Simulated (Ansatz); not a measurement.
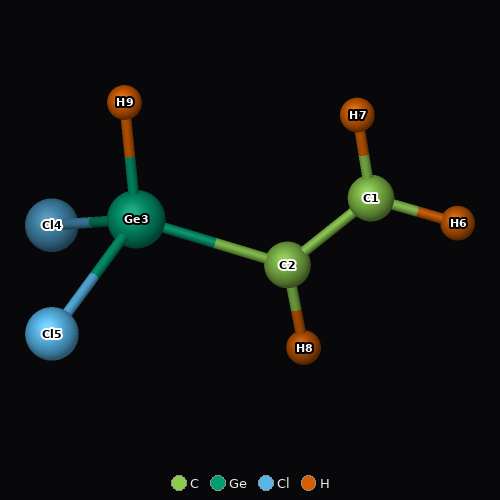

The system is C₂H₄Cl₂Ge, SMILES C=[CH][GeH]([Cl])[Cl]; the picture shows the reference structure. 
- The first coordinate is: dihedral H6–C1–C2–Ge3; the second: dihedral C1–C2–Ge3–Cl4.
- Nothing is relaxed (all other coordinates rigid).
- Grid: 15 × 15 points.
- Energies are in kcal/mol, from the lowest grid point.
- Energies and slopes of some neighbouring points disagree (a jump in structure or state, or too coarse a mesh). The dihedral twists a double bond; near 90° a spin-restricted reference is unreliable.
- The calculation used RKS CAM-B3LYP-D4/def2-SVP in Ansatz 0.2.0.

Its coordinates:

| atom | x (Å) | y (Å) | z (Å) |
| --- | --- | --- | --- |
| C | -1.2091 | 1.0050 | -0.1383 |
| C | -0.1937 | 0.3284 | -0.6729 |
| Ge | 0.9051 | -0.8210 | 0.4007 |
| Cl | 0.8401 | -2.8254 | -0.3871 |
| Cl | 2.9569 | -0.1741 | 0.2851 |
| H | -1.8432 | 1.6638 | -0.7401 |
| H | -1.4598 | 0.9363 | 0.9258 |
| H | 0.0336 | 0.4166 | -1.7400 |
| H | 0.4878 | -0.8600 | 1.8703 |

Range: dihedral H6–C1–C2–Ge3 from −180 to 156°; dihedral C1–C2–Ge3–Cl4 from −180 to 156°.

Q: Predict the map.

A: The lowest grid point is at dihedral H6–C1–C2–Ge3 = −180°, dihedral C1–C2–Ge3–Cl4 = −108°. Other grid points that lie below all their neighbours: dihedral H6–C1–C2–Ge3 = −180°, dihedral C1–C2–Ge3–Cl4 = 12° (0.04 kcal/mol higher); dihedral H6–C1–C2–Ge3 = −180°, dihedral C1–C2–Ge3–Cl4 = 132° (0.47 kcal/mol higher); dihedral H6–C1–C2–Ge3 = −12°, dihedral C1–C2–Ge3–Cl4 = 12° (1.4 kcal/mol higher). The highest grid point, dihedral H6–C1–C2–Ge3 = 84°, dihedral C1–C2–Ge3–Cl4 = 36°, lies 83 kcal/mol above the lowest.

```
dihedral C1–C2–Ge3–Cl4 ↓, dihedral H6–C1–C2–Ge3 →  −180  −156  −132  −108  −84  −60  −36  −12  12  36  60  84  108  132  156
                                              156     1     8    28    61   80   42   16    3   3  17  43  81   59   27    8
                                              132     0     7    28    60   80   42   15    2   2  16  43  81   59   27    7
                                              108     1     7    27    59   81   43   16    2   2  15  42  80   60   28    8
                                               84     1     8    27    59   81   43   17    3   3  16  42  80   61   28    8
                                               60     2     9    29    61   80   42   16    3   4  17  43  81   59   27    8
                                               36     1     9    29    62   79   41   15    2   3  18  44  83   58   26    7
                                               12     0     8    29    62   79   41   15    1   2  17  44  83   59   26    6
                                              −12     0     7    27    60   80   42   16    2   2  15  42  81   60   28    7
                                              −36     1     7    27    59   81   43   17    3   2  15  42  80   61   28    8
                                              −60     2     8    28    60   80   42   16    3   3  16  42  80   60   28    8
                                              −84     1     8    28    61   80   42   15    2   3  17  43  81   59   27    7
                                             −108     0     7    27    60   81   43   16    2   2  16  42  80   61   28    7
                                             −132     0     6    26    59   83   44   17    2   1  15  41  79   62   29    8
                                             −156     1     7    26    58   83   44   18    3   2  15  41  79   62   29    9
                                             −180     2     8    27    60   81   43   17    4   3  16  42  80   61   28    9
```

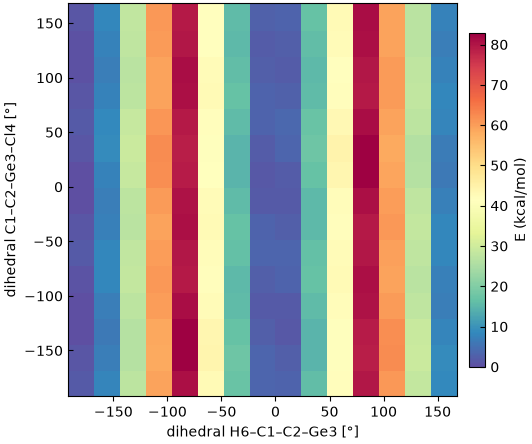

In the figure: one coloured cell a grid point.

Each point was launched as `ansatz run input.yaml --threads 1 --pin off --max-ram 2560MiB --backend cpu --events-out ev --progress --plain --runs-dir out`. Time for the 225 points that were run: 27 min on 1 thread of Arm Neoverse V2, on a shared host.
